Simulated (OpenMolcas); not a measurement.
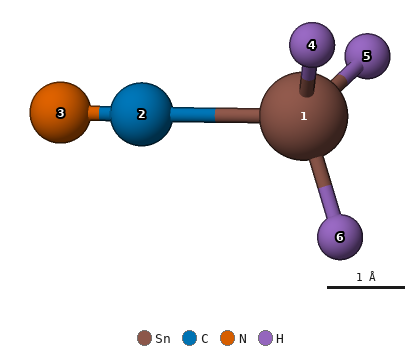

The structure as given in the input (ball-and-stick view, seen at a tilt; atoms are numbered from 1 in the order of the input). Sticks mark near contacts. Bond lengths as drawn: C–N 1.08 Å, C–Sn 2.17 Å and H–Sn 1.63 to 1.70 Å.

CH₃NSn: single-point calculation

The run: single-point calculation of CH₃NSn (Sn(CN)H3), SMILES [H][Sn]([H])([H])[C]#N. Method and program: MC-PDFT (tOreLYP)/STO-3G (OpenMolcas 26.06).

The atoms were displaced at random from an optimised geometry.

The input:
```
&GATEWAY
 Coord
 6
 angstrom
 Sn      -0.021301      -0.040755      -0.650812
 C        0.017815      -0.026519       1.513792
 N        0.045516      -0.011901       2.598145
 H        1.548597       0.042088      -1.088358
 H       -0.791807       1.385507      -1.153257
 H       -0.846632      -1.383614      -1.143031
 Basis = STO-3G
 Group = NoSym

&SEWARD

&RASSCF
 FileOrb = $CurrDir/step2.RasOrb
 Spin = 1
 Nactel = 4 0 0
 Inactive = 31
 Ras2 = 5
 OrbListing = Nothing

&MCPDFT
 KSDFT = T:OreLYP
 Lambda = 0.25
```

Launched with:
```bash
export MOLCAS_MEM=1860
pymolcas step12.input > step12.log
```

The program's output:
```
--- Start Module: gateway ---

                                              &GATEWAY

                       available to each process: 1.9 GB of memory, 1 thread

++    Symmetry information:
      ---------------------

                    Character Table for C1

                             E
                    a        1  x, y, xy, Rz, z, xz, Ry, yz, Rx, I
--

++    Basis set information:
      ----------------------

      Basis set label: SN.STO-3G.........

      Electronic valence basis set:
      ------------------
      Associated Effective Charge  50.000000 au
      Associated Actual Charge     50.000000 au
      Nuclear Model: Point charge

      Shell  nPrim  nBasis  Cartesian Spherical Contaminant
         s      15       5        X
         p      12       4        X
         d       6       2                 X

      Basis set label: C.STO-3G.........

      Electronic valence basis set:
      ------------------
      Associated Effective Charge   6.000000 au
      Associated Actual Charge      6.000000 au
      Nuclear Model: Point charge

      Shell  nPrim  nBasis  Cartesian Spherical Contaminant
         s       6       2        X
         p       3       1        X

      Basis set label: N.STO-3G.........

      Electronic valence basis set:
      ------------------
      Associated Effective Charge   7.000000 au
      Associated Actual Charge      7.000000 au
      Nuclear Model: Point charge

      Shell  nPrim  nBasis  Cartesian Spherical Contaminant
         s       6       2        X
         p       3       1        X

      Basis set label: H.STO-3G.........

      Electronic valence basis set:
      ------------------
      Associated Effective Charge   1.000000 au
      Associated Actual Charge      1.000000 au
      Nuclear Model: Point charge

      Shell  nPrim  nBasis  Cartesian Spherical Contaminant
         s       3       1        X
--

++    Molecular structure info:
      -------------------------

                    ************************************************
                    **** Cartesian Coordinates / bohr, angstrom ****
                    ************************************************

     Center  Label                x              y              z                     x              y              z
        1      SN1             -0.040253      -0.077016      -1.229856             -0.021301      -0.040755      -0.650812
        2      C2               0.033665      -0.050114       2.860652              0.017815      -0.026519       1.513792
        3      N3               0.086013      -0.022490       4.909782              0.045516      -0.011901       2.598145
        4      H4               2.926424       0.079535      -2.056699              1.548597       0.042088      -1.088358
        5      H5              -1.496298       2.618229      -2.179340             -0.791807       1.385507      -1.153257
        6      H6              -1.599903      -2.614652      -2.160016             -0.846632      -1.383614      -1.143031

                    ***************************************
                    *    InterNuclear Distances / bohr    *
                    ***************************************

               1 SN1           2 C2            3 N3            4 H4            5 H5            6 H6
    1 SN1      0.000000
    2 C2       4.091265        0.000000
    3 N3       6.141179        2.049985        0.000000
    4 H4       3.083723        5.706593        7.523975        0.000000
    5 H5       3.207169        5.904436        7.728697        5.101028        0.000000
    6 H6       3.120464        5.869626        7.716454        5.268486        5.233941        0.000000

                    *******************************************
                    *    InterNuclear Distances / angstrom    *
                    *******************************************

               1 SN1           2 C2            3 N3            4 H4            5 H5            6 H6
    1 SN1      0.000000
    2 C2       2.165004        0.000000
    3 N3       3.249772        1.084805        0.000000
    4 H4       1.631836        3.019799        3.981516        0.000000
    5 H5       1.697161        3.124493        4.089850        2.699348        0.000000
    6 H6       1.651279        3.106072        4.083371        2.787963        2.769683        0.000000
--

            Nuclear Potential Energy            205.04466539 au

--- Stop Module: gateway /rc=_RC_ALL_IS_WELL_ ---

--- Start Module: seward ---

                                              &SEWARD

                       available to each process: 1.9 GB of memory, 1 thread

               SEWARD will generate:
                  Multipole Moment integrals up to order  2
                  Kinetic Energy integrals
                  Nuclear Attraction integrals (point charge)
                  One-Electron Hamiltonian integrals
                  Velocity integrals
                  Orbital angular momentum around ( -0.0228  -0.0676  -0.3413 )
                  Velocity quadrupole around ( -0.0228  -0.0676  -0.3413 )
                  Two-Electron Repulsion integrals

                   Integrals are discarded if absolute value <: 1.00E-14
                   Integral cutoff threshold is set to       <: 1.00E-16

            Nuclear Potential Energy            205.04466539 au

      Basis set specifications :
      Symmetry species         a
      Basis functions           40

--- Stop Module: seward /rc=_RC_ALL_IS_WELL_ ---

--- Start Module: rasscf ---

                                              &RASSCF

                       available to each process: 1.9 GB of memory, 1 thread

      Header of the ONEINT file:
      --------------------------

      OrdInt status: non-squared

      Cartesian coordinates in angstrom:
      -----------------------------------------------------
      No.  Label        X            Y            Z
      -----------------------------------------------------
       1   SN1       -0.02130100  -0.04075500  -0.65081200
       2   C2         0.01781500  -0.02651900   1.51379200
       3   N3         0.04551600  -0.01190100   2.59814500
       4   H4         1.54859700   0.04208800  -1.08835800
       5   H5        -0.79180700   1.38550700  -1.15325700
       6   H6        -0.84663200  -1.38361400  -1.14303100
      -----------------------------------------------------
      Nuclear repulsion energy =  205.04466539

++    Wave function specifications:
      -----------------------------

      Number of closed shell electrons          62
      Number of electrons in active shells       4
      Max number of holes in RAS1 space          0
      Max nr of electrons in RAS3 space          0
      Number of inactive orbitals               31
      Number of active orbitals                  5
      Number of secondary orbitals               4
      Spin quantum number                      0.0
      State symmetry                             1
--

++    Orbital specifications:
      -----------------------

      Symmetry species                           1
                                                 a
      Frozen orbitals                            0
      Inactive orbitals                         31
      Active orbitals                            5
      RAS1 orbitals                              0
      RAS2 orbitals                              5
      RAS3 orbitals                              0
      Secondary orbitals                         4
      Deleted orbitals                           0
      Number of basis functions                 40
--

++    CI expansion specifications:
      ----------------------------

      Number of CSFs                            50
      Number of spin combinations               55
      Number of determinants                   100
      Number of root(s) required                 1
      Root chosen for geometry opt.              1
      CI root used                               1

      highest root included in the CI            1
      max. size of the explicit Hamiltonian     50
--

++    Optimization specifications:
      ----------------------------

      RASSCF algorithm: Conventional
      Maximum number of macro iterations       200
      Maximum number of SX iterations          100
      Threshold for RASSCF energy            1.000E-08
      Threshold for max MO rotation          1.000E-01
      Threshold for max BLB element          1.000E-04
      Level shift parameter                  5.000E-01
      Make Quasi-Newton update
--

      The MO-coefficients are taken from the file:
      step2.RasOrb
      Title: RASSCF average (pseudo-natural) orbitals

      Total molecular charge    0.00

      ************************************************************************************************************************
      *                                            Wave function control section                                             *
      ************************************************************************************************************************

                                         RASSCF iterations: Energy and convergence statistics
                                         ----------------------------------------------------

          iter iter root      energy       change     param      element    value   shift minimum  type update hh:mm:ss
 Nr of preliminary CI iterations:   1
      Total energies have been shifted. Add                -6000.00 au
        1   1   11    1   -56.25906351    0.00E+00  -1.50E-02   15  36 1 -3.09E-02*  0.00   0.00    SX    NO    0:00:00
        2   1    9    1   -56.26090798   -1.84E-03* -5.26E-03   22  40 1 -7.30E-03*  0.00   0.00    SX    NO    0:00:00
        3   1    8    1   -56.26103867   -1.31E-04* -2.65E-03   22  40 1 -2.29E-03*  0.00   0.00    SX    NO    0:00:00
        4   1    7    1   -56.26105120   -1.25E-05* -1.20E-03   22  40 1 -6.56E-04*  0.00   0.00    SX    NO    0:00:00
        5   1    7    1   -56.26105286   -1.67E-06* -8.78E-04   31  35 1 -2.87E-04*  0.00   1.73    LS   YES    0:00:00
        6   1    7    1   -56.26105326   -3.97E-07*  6.36E-04   22  40 1  1.39E-04*  0.00   1.07    QN   YES    0:00:00
        7   1    6    1   -56.26105347   -2.11E-07*  9.07E-04   22  40 1  9.28E-05   0.00   2.43    LS   YES    0:00:00
        8   1    6    1   -56.26105359   -1.23E-07* -2.07E-04   31  36 1 -4.32E-05   0.00   1.09    QN   YES    0:00:00
        9   1    5    1   -56.26105360   -9.93E-09  -1.40E-04   31  35 1  1.57E-05   0.00   1.24    QN   YES    0:00:00
      Convergence after  9 iterations
       10   1    5    1   -56.26105361   -1.14E-09  -1.40E-04   31  36 1  3.80E-06   0.00   1.24    QN   YES    0:00:00

      ************************************************************************************************************************
                                                      Wave function printout:
                       occupation of active orbitals, and spin coupling of open shells (u,d: Spin up or down)
      ************************************************************************************************************************

      Note: transformation to natural orbitals
      has been made, which may change the order of the CSFs.

      printout of CI-coefficients larger than  0.05 for root  1
      energy=   -6056.261054
      conf/sym  11111     Coeff  Weight
             1  22000  -0.97030 0.94148
             8  20200   0.13042 0.01701
            15  udud0  -0.11181 0.01250
            22  02020   0.13045 0.01702
            26  uudd0  -0.09438 0.00891

      Natural orbitals and occupation numbers for root  1
      sym 1:   1.939903   1.939919   0.059711   0.059729   0.000739

      ************************************************************************************************************************
      *                                                    Final results                                                     *
      ************************************************************************************************************************

++    Final optimization conditions:
      ------------------------------

      Average CI energy                           -6056.26105361
      RASSCF energy for state  1                  -6056.26105361
      Super-CI energy                                -0.00000000
      RASSCF energy change                           -0.00000000
      Max change in MO coefficients               1.768E-04
      Max non-diagonal density matrix element    -1.397E-04
      Maximum BLB matrix element                  3.797E-06
      (orbital pair  31,  36 in symmetry   1)
      Norm of electronic gradient            9.950E-06
--

      Final state energy(ies):
      ------------------------

::    RASSCF root number  1 Total energy:  -6056.26105361
      Von Neumann Entropy (Root   1) =  0.39211

      Mulliken population analysis for root number:  1
      -----------------------------------------------

++    Molecular charges:
      ------------------

      Mulliken charges per centre
      ---------------------------

                SN1     C2      N3      H4      H5      H6
      Total   49.0764  6.1705  7.2485  1.1720  1.1672  1.1653

      N-E      0.9236 -0.1705 -0.2485 -0.1720 -0.1672 -0.1653

      Total electronic charge=   66.000000

      Total            charge=   -0.000000
--

      Expectation values of various properties for root number:  1
      -----------------------------------------------------------

++    Molecular properties:
      ---------------------

      Charge (e):
                      =   -0.0000
      Dipole Moment (debye):
      Origin of the operator (angstrom)=   -0.0120   -0.0358   -0.1806
                   X= -1.4472E-01               Y= -2.5921E-01               Z= -4.0935E+00           Total=  4.1043E+00
      Quadrupole Moment (debye*angstrom):
      Origin of the operator (angstrom)=   -0.0120   -0.0358   -0.1806
                  XX= -3.5835E+01              XY= -1.2643E-01              XZ= -3.4963E-01              YY= -3.5780E+01
                  YZ=  4.9410E-02              ZZ= -4.7829E+01
      In traceless form (debye*angstrom)
                  XX=  5.9691E+00              XY= -1.8965E-01              XZ= -5.2444E-01              YY=  6.0521E+00
                  YZ=  7.4115E-02              ZZ= -1.2021E+01
--

      Average orbitals are written to the RASORB file
      Natural orbitals for root   1 are written to the RASORB.1 file
      Spin density orbitals for root   1 are written to the SPDORB.1 file

--- Stop Module: rasscf /rc=_RC_ALL_IS_WELL_ ---

--- Start Module: mcpdft ---

                                              &MCPDFT

                       available to each process: 1.9 GB of memory, 1 thread

 ###############################################################################
 ###    WARNING: Deprecation warning: KSDF should be replaced                ###
 ###    with FUNC keyword                                                    ###
 ###############################################################################

++    Wave function specifications:
      -----------------------------

      Number of closed shell electrons          62
      Number of electrons in active shells       4
      Max number of holes in RAS1 space          0
      Max nr of electrons in RAS3 space          0
      Number of inactive orbitals               31
      Number of active orbitals                  5
      Number of secondary orbitals               4
      Spin quantum number                      0.0
      State symmetry                             1
      Number of CSFs                            50
      Number of RASSCF root(s) available         1
--

++    Orbital specifications:
      -----------------------

      Symmetry species                           1
                                                 a
      Frozen orbitals                            0
      Inactive orbitals                         31
      Active orbitals                            5
      RAS1 orbitals                              0
      RAS2 orbitals                              5
      RAS3 orbitals                              0
      Secondary orbitals                         4
      Deleted orbitals                           0
      Number of basis functions                 40
--

++    MCPDFT specifications:
      ----------------------

      Cholesky decomposition                     Off
      Type of calculation                        MC-PDFT
      On-Top Functional                          T:ORELYP
      Exchange scaling factor                    1.00
      Correlation scaling factor                 1.00
      Wave function energy weight                0.25
--

      Numerical integration parameters
      --------------------------------
      Radial quadrature type:                         MHL
      Size of radial grid:                            75
      Lebedev angular grid:                           29
      Angular grid pruned with the crowding factor:  3.00E+00
                                 and fading factor:  6.00E+00
      Screening threshold for integral computation:   1.00E-11
      Radial quadrature accuracy:                     1.00E-25
      Maximum batch size:                             128
      AO values are stored on disk

++    DFT functional specifications:
      ------------------------------
      Using Libxc version: 6.2.2
      Please cite the following reference:
      S. Lehtola, C. Steigemann, M. J.T. Oliveira, and M. A.L. Marques.,  SoftwareX 7, 1–5 (2018) doi:10.1016/j.softx.2017.11.002

      * Handy & Cohen OPTX 01
        - N. C. Handy and A. J. Cohen.,  Mol. Phys. 99, 403 (2001) doi:10.1080/00268970010018431
      * Takkar and McCarthy reparametrization
--
   File JOBOLD not found -- use JOBIPH.
      The MO-coefficients are taken from the file:
      JOBIPH
 Reference MC-SCF energies taken from JOBIPH

++    MC-PDFT RESULTS, STATE 0001
      ---------------------------

      MCSCF reference energy                                            -6056.26105361

      Integrated total density:                                                 66.000
      Integrated alpha density before functional transformation:                33.000
      Integrated  beta density before functional transformation:                33.000
      Integrated alpha density  after functional transformation:                33.921
      Integrated  beta density  after functional transformation:                32.079
      Integrated alpha tau     before functional transformation:                 0.000
      Integrated  beta tau     before functional transformation:                 0.000
      Integrated alpha tau      after functional transformation:                 0.000
      Integrated  beta tau      after functional transformation:                 0.000
      NOTE:
      Densities after transformation are intermediate quantities
      and should not be interpreted as real spin densities

      Exchange energy scaling factor                                          1.000000
      Correlation energy scaling factor                                       1.000000

      Integrated alpha exchange energy                                      -87.578324
      Integrated beta  exchange energy                                      -86.466157
      Integrated  correlation   energy                                       -2.910971

      Nuclear Repulsion energy                                            205.04466539
      CASSCF contribution energy                                        -5883.58963067
      On-top energy                                                      -176.95545217

      Information for hybrid PDFT:
      Wave function percentage (Lambda*100)                                      25.00
      Wave function energy                                              -1514.06526340
      PDFT energy                                                       -4545.40881214

      Total MCPDFT energy for state   1                                 -6059.47407554
--

::    MCPDFT root number  1 Total energy:  -6059.47407554

--- Stop Module: mcpdft /rc=_RC_ALL_IS_WELL_ ---

.##################.
.# Happy landing! #.
.##################.

    Timing: Wall=2.13 User=1.68 System=0.44
```

Results in brief:

```tsv
quantity	value
outcome	converged
total energy	−6059.474076 hartree
basis functions	40
dipole moment	4.10 debye
hardware	1 thread of Arm Neoverse V2, 24 GiB of memory available, shared host
wall time	2.3 s
peak memory	0.37 GiB
```
